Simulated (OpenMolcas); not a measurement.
# InCNF2 (SMILES N#[C][In]([F])[F]) at 4 levels

We compute a comparison of 4 runs (HF/3-21G, M06-2X/def2-SVPD, revPBE/def2-SVPD, MP2/def2-SVPD) of InCNF2. 

Program for the calculation: OpenMolcas 26.06.

## (1) The system as given

The species is InCNF2 (5 atoms), meant as a singlet with charge 0. SMILES: `N#[C][In]([F])[F]`. Geometry: relaxed at PBE0-D4/def2-TZVP.

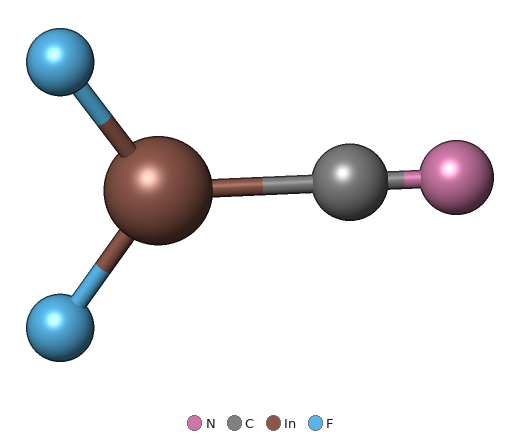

The structure, seen from a chosen angle (nitrogen pink, carbon grey, indium brown, fluorine blue).

## (2) Energy and gradient at HF/3-21G (run 1)

The input, input.xyz:

```xyz
5

N      1.298000    -1.592200     1.589600
C      0.724900    -0.890300     0.878600
In    -0.306000     0.372300    -0.400300
F     -1.872100    -0.154800    -1.375500
F      0.205100     2.191400    -0.733700
```

The input, mol.input:

```
* CF2InN Hartree-Fock

&GATEWAY
  BasLib = $CurrDir
  Coord = input.xyz
  Basis = 3-21G
  Group = NoSym

&SEWARD

&SCF
  Thresholds = 1e-10 1e-07 1e-07 1e-05
  PrOrbitals = 1 2

&ALASKA
```

The basis set 3-21G is read from a file made from the Basis Set Exchange's data (not shown).

Launch:

```
$ export MOLCAS_MEM=1860
$ pymolcas mol.input > mol.log
```

What it wrote:

```text
--- Start Module: gateway ---
[...]
--- Stop Module: gateway /rc=_RC_ALL_IS_WELL_ ---
[...]
      Basis functions           67
[...]
--- Start Module: scf ---
[...]
       Convergence after  16 Iterations
[...]
::    Total SCF energy                              -6004.4183238684
[...]
      Total spin, S                                     0.0000000000
[...]
      Total electronic charge=   80.000000
      Total            charge=   -0.000000
[...]
      Dipole Moment (debye):
      Origin of the operator (angstrom)=   -0.2233    0.2710   -0.2977
                   X= -1.4071E-01               Y=  1.7269E-01               Z= -1.7518E-01           Total=  2.8339E-01
      Quadrupole Moment (debye*angstrom):
[...]
--- Stop Module: scf /rc=_RC_ALL_IS_WELL_ ---
[...]
--- Start Module: alaska ---
[...]
 *              Molecular gradients               *
 **************************************************
  Irreducible representation: a
 ------------------------------------------------------------------------------------------
                              X                       Y                       Z
 ------------------------------------------------------------------------------------------
  N1                1.04236776676672E-02   -1.27658757239075E-02    1.29325876664339E-02
  C2               -1.39445740642512E-02    1.70763330433775E-02   -1.72992889501474E-02
  IN3               1.10739156401936E-02   -1.35568338117391E-02    1.37319798438735E-02
  F4               -1.10949553891331E-02   -3.64290398134948E-03   -6.94388605779395E-03
  F5                3.54193614550624E-03    1.28892804736296E-02   -2.42139250239592E-03
 ------------------------------------------------------------------------------------------
--- Stop Module: alaska /rc=_RC_ALL_IS_WELL_ ---
[...]
```

It took 6.3 s on 1 thread of Intel Xeon Platinum 8259CL at 2.50GHz (Skylake/Cascade Lake), shared host; peak memory 0.41 GiB.

## (3) Energy and forces at M06-2X/def2-SVPD (core potential) (run 2)

The input, mol.input:

```
* CF2InN Kohn-Sham DFT

&GATEWAY
  BasLib=$CurrDir
  Coord
  5
  angstrom
  N        1.298000      -1.592200       1.589600
  C        0.724900      -0.890300       0.878600
  In      -0.306000       0.372300      -0.400300
  F       -1.872100      -0.154800      -1.375500
  F        0.205100       2.191400      -0.733700
  Basis=def2-SVPD
  Group=NoSym

&SEWARD
  GridInput
  Grid=UltraFine
  End of Grid

&SCF
  KSDFT=M062X
  Thresholds=1e-10 1e-07 1e-07 1e-05
  PrOrbitals=1 2

&ALASKA
```

The basis set def2-SVPD is read from a file made from the Basis Set Exchange's data (not shown).

Launch:

```
$ export MOLCAS_MEM=1860
$ pymolcas mol.input > mol.log
```

What it wrote:

```text
--- Start Module: gateway ---
[...]
--- Stop Module: gateway /rc=_RC_ALL_IS_WELL_ ---
[...]
      Basis functions          118
[...]
--- Start Module: scf ---
[...]
       Convergence after  18 Iterations
[...]
::    Total KS-DFT energy                            -482.3268387338
[...]
      Total spin, S                                     0.0000000000
[...]
      Total electronic charge=   52.000000
      Total            charge=   -0.000000
[...]
      Dipole Moment (debye):
      Origin of the operator (angstrom)=   -0.2233    0.2710   -0.2977
                   X= -8.6013E-02               Y=  1.0565E-01               Z= -1.0725E-01           Total=  1.7339E-01
      Quadrupole Moment (debye*angstrom):
[...]
--- Stop Module: scf /rc=_RC_ALL_IS_WELL_ ---
[...]
--- Start Module: alaska ---
[...]
 *              Molecular gradients               *
 **************************************************
  Irreducible representation: a
 ------------------------------------------------------------------------------------------
                              X                       Y                       Z
 ------------------------------------------------------------------------------------------
  N1               -3.45965851244934E-03    4.23738268061236E-03   -4.29193835761943E-03
  C2               -1.23193256184884E-03    1.50761498912200E-03   -1.52706563945371E-03
  IN3              -1.44697729996379E-03    1.77516256361709E-03   -1.79804472815004E-03
  F4                9.63561598734941E-03    3.65679637244387E-03    5.83726991843037E-03
  F5               -3.49704761317948E-03   -1.11769566058282E-02    1.77977880677149E-03
 ------------------------------------------------------------------------------------------
--- Stop Module: alaska /rc=_RC_ALL_IS_WELL_ ---
[...]
```

It took 82 s on 1 thread of Intel Xeon Platinum 8259CL at 2.50GHz (Skylake/Cascade Lake), shared host; peak memory 0.74 GiB.

Run 3 isn't shown in full; the table further down has it.

## (4) The energy at MP2/def2-SVPD (core potential) (run 4)

The input, job.inp:

```
&gateway
 baslib
 $CurrDir
 coord
 5
 angstrom
 N        1.298000      -1.592200       1.589600
 C        0.724900      -0.890300       0.878600
 In      -0.306000       0.372300      -0.400300
 F       -1.872100      -0.154800      -1.375500
 F        0.205100       2.191400      -0.733700
 basis
 def2-SVPD
 group
 NoSym

&seward

&scf
 thresholds
 1e-10 1e-07 1e-07 1e-05
 prorbitals
 1 1

&mbpt2
 frozen
 8
```

The basis set def2-SVPD is read from a file made from the Basis Set Exchange's data (not shown).

Launch:

```
$ export MOLCAS_MEM=1860
$ pymolcas job.inp > job.log
```

What it wrote:

```text
--- Start Module: gateway ---
[...]
--- Stop Module: gateway /rc=_RC_ALL_IS_WELL_ ---
[...]
      Basis functions          118
[...]
--- Start Module: scf ---
[...]
       Convergence after  15 Iterations
[...]
::    Total SCF energy                               -480.2253712716
[...]
      Total spin, S                                     0.0000000000
[...]
      Total electronic charge=   52.000000
      Total            charge=   -0.000000
[...]
      Dipole Moment (debye):
      Origin of the operator (angstrom)=   -0.2233    0.2710   -0.2977
                   X= -8.4848E-02               Y=  1.0426E-01               Z= -1.0588E-01           Total=  1.7111E-01
      Quadrupole Moment (debye*angstrom):
[...]
--- Stop Module: scf /rc=_RC_ALL_IS_WELL_ ---
[...]
--- Start Module: mbpt2 ---
[...]
WARNING!
Default frozen orbitals as non valence orbitals is overwritten by user input.
Default values:   4
[...]
       Reference weight ( Cref**2 )         =        0.80707
::    Total MBPT2 energy                             -481.0002542239
[...]
      Total MBPT2 calculations                           1.28      1.45
--- Stop Module: mbpt2 /rc=_RC_ALL_IS_WELL_ ---
[...]
```

It took 26 s on 1 thread of Intel Xeon Platinum 8259CL at 2.50GHz (Skylake/Cascade Lake), shared host; peak memory 0.74 GiB.

## (5) The series

```tsv
run	level	integration grid	task	energy (Eh)	dipole moment (D) of the reference	HOMO energy (eV)	LUMO energy (eV)	wall time
1	HF/3-21G	–	gradient	-6004.418324	0.28	-13.61	0.57	6.3 s
2	M06-2X/def2-SVPD (core potential)	UltraFine	gradient	-482.326839	0.17	-12.27	-2.18	82 s
3	revPBE/def2-SVPD (core potential)	UltraFine	gradient	-482.455306	0.29	-9.03	-3.77	80 s
4	MP2/def2-SVPD (core potential)	–	energy	-481.000254	0.17	-14.01	0.04	26 s
```

## (6) Outcome

```
                                          quantity          value
                               run 4: total energy  -481.00025 Eh
         run 4: dipole moment (mean-field density)         0.17 D
        run 4: HOMO energy (Hartree–Fock orbitals)      -14.01 eV
        run 4: LUMO energy (Hartree–Fock orbitals)        0.04 eV
      run 4: HOMO–LUMO gap (Hartree–Fock orbitals)       14.05 eV
run 4: correlation energy (8 core orbitals frozen)     -774.9 mEh
```

In words: Over runs 1, 2, 3 the dipole moment (its size) runs from 0.17 D (M06-2X/def2-SVPD) to 0.29 D (revPBE/def2-SVPD). Over runs 1, 2, 3 the HOMO–LUMO gap runs from 5.26 eV (revPBE/def2-SVPD) to 14.18 eV (HF/3-21G). The two ends differ in method and basis and core potential. Totals of different functionals can't be ranked against each other. Some runs of one species differ in core potentials or relativity; totals across that change don't compare. In run 1 relativity is left out where basis or elements ask for it. All runs together took 3.2 min, the longest 82 s.
